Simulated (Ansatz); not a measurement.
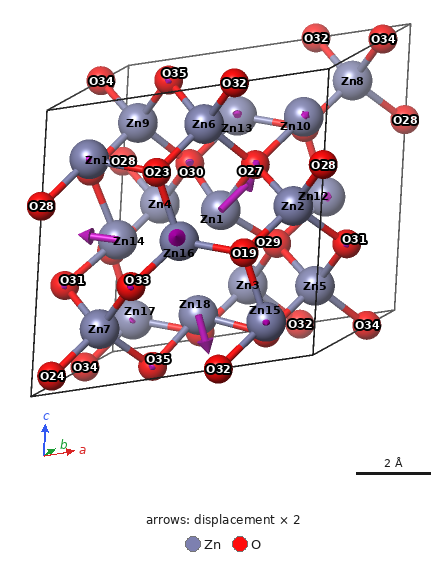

This is a relaxation of a defect cell of composition Zn$_{18}$O$_{17}$ (cell charge +2). The starting structure is drawn; purple arrows show the displacements, 2 times their true length.

The picture is a ball-and-stick view of the cell of the calculation (origin shifted), seen slightly off an axis.

Case: O vacancy (site b), charge +2, atoms relaxed at the host's cell.

Computed with DFT PBE, scalar-relativistic, plane waves, PAW in Ansatz 0.2.0. Set-up: plane-wave cutoff 420 eV; k-point mesh 2 × 2 × 2; occupations gaussian; smearing width 0.01 eV; mesh shifted by (0.5, 0.5, 0.5); no spin polarisation; atoms relaxed in a fixed cell; force threshold 0.025 eV/Å; at most 45 steps.

What did the optimiser do to the structure, and how much energy did it gain?

Answer. Over 6 geometry steps the energy falls by 2.309 eV per cell of the calculation. Largest force component: 1.5 eV/Å at the start, 0.019 eV/Å at the end. A Zn atom moves most: 0.73 Å along [1 1 1]. Largest moves by element: Zn 0.73 Å, O 0.08 Å. The cell stays as it was. Near-neighbour distances that change, for instance: O–Zn 2.058 → 1.914 Å, O–Zn 2.043 → 1.922 Å, O–Zn 2.030 → 1.912 Å, O–Zn 2.009 → 1.912 Å. Bond angles that change, for instance: Zn–O–Zn 115.0° → 95.8°, Zn–O–Zn 115.9° → 99.3°, Zn–O–Zn 115.3° → 99.3°. The run took 3.4 min on 4 threads of Arm Neoverse V1, on a shared host, peak memory 1.8 GiB.

Limits of the set-up: the periodic images lie only 7.8 Å apart, so the values are limited by the cell's size; the cell is charged, on a uniform background, and energies carry no finite-size correction.
